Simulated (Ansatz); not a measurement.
Consider TlCl in the CsCl type structure (space group Pm-3m, No. 221; a = 3.769 Å).

Modification: an isotropic linear strain of −1.50 %, atoms relaxed at fixed cell.

Computed with PBEsol/PAW in Ansatz (a program for electronic structure), no spin-orbit coupling.

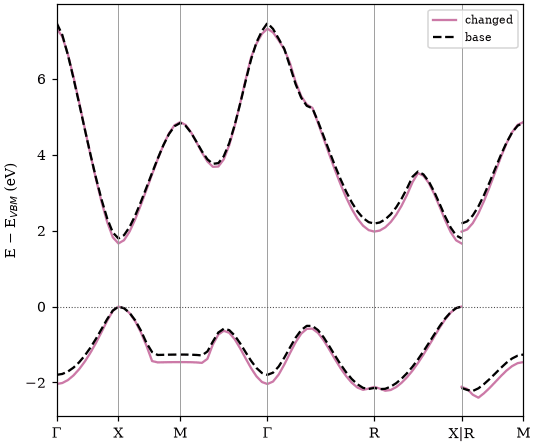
*Highest valence and lowest conduction band along the path, each from its own valence-band maximum*

Read the changed gap and its character from the plot.

About 1.7 eV, direct at X.

With Tl present, leaving out spin-orbit coupling can change the band edges. Whether these cells are dynamically stable was not tested.
